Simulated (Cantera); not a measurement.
Feed: 1 mol Fe₃O₄, 180 mol H₂, at 27.0 Torr.

Cantera equilibrium calculation (NASA polynomials, part measured and part estimated; ideal gas, pure solids and liquids). Candidate condensed phases: Fe, FeO, Fe(OH)₂, Fe(OH)₃, Fe₂O₃, Fe₃O₄, H₂O; 12 gas species. Equilibrium is a limit: real reactors are often held back by kinetics, nucleation or transport.

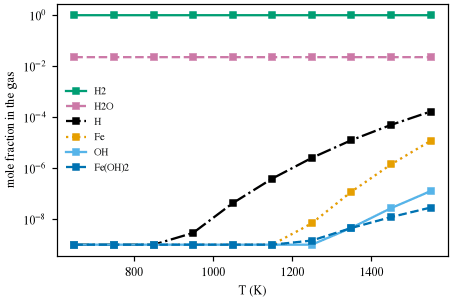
Figure: Equilibrium gas composition (values under 1e-9 drawn at 1e-9)

### Question
Read off the mole fractions at 1550 K.

### Answer
H₂ about 0.98, H₂O about 0.022, H about 0.00016, Fe about 1.2e-5, OH about 1.3e-7, Fe(OH)₂ about 2.8e-8.
